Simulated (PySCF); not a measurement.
# AsO (doublet): what the fields show

```yaml
atoms:
  - { symbol: As, position_ang: [0.0000, 0.0000, -0.2847] }
  - { symbol: O, position_ang: [0.0000, 0.0000, 1.3333] }
```

These are results of PBE0/cc-pVTZ(-PP), non-relativistic Hamiltonian with scalar-relativistic core potentials where named, at a bond length of 1.618 Å (PySCF), not measurements.

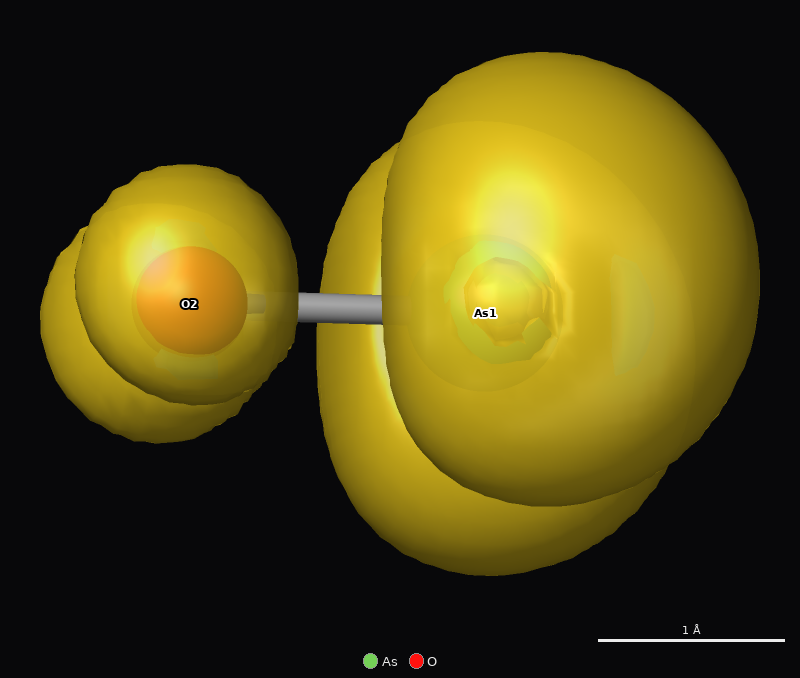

Figure 1. Isosurfaces of the spin density at +0.02 (yellow) and −0.02 e/Å³ (cyan), seen from one side.

Describe the spin distribution.

The unpaired spin (1 electron) lies mostly on As1 (about 0.8) and O2 (about 0.2), in electrons by Hirshfeld's partition.

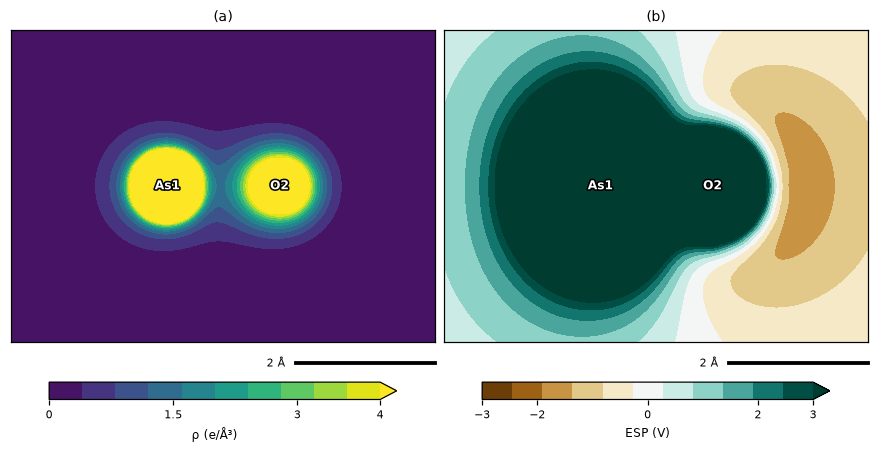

Figure 2. (a) total electron density; (b) molecular electrostatic potential on a plane that holds the molecular axis.

Read the bonding off the picture.

- The plane passes through As and O nuclei.
- As–O (1.62 Å): ρ is about 1.5 e/Å³ halfway.
- Outside the dense part of the molecule the potential is most negative (−1.7 V) near O2.

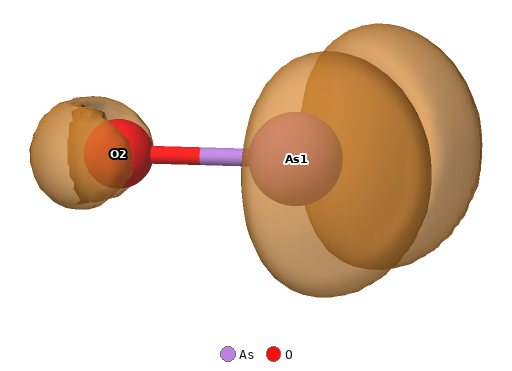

Figure 3. Isosurface of the ELF at 0.85 (orange), seen from one side. Core shells and regions of very low density are left out.

Identify the bonds, lone pairs and shells in this picture.

The ELF exceeds this value in two lobes on As, pointing away from the bonds (non-bonding electrons) and one lobe on O, pointing away from the bonds (non-bonding electrons, which may merge into one lobe).


As–O (1.62 Å): the ELF peaks at about 0.80 between the atoms (a polar covalent bond).
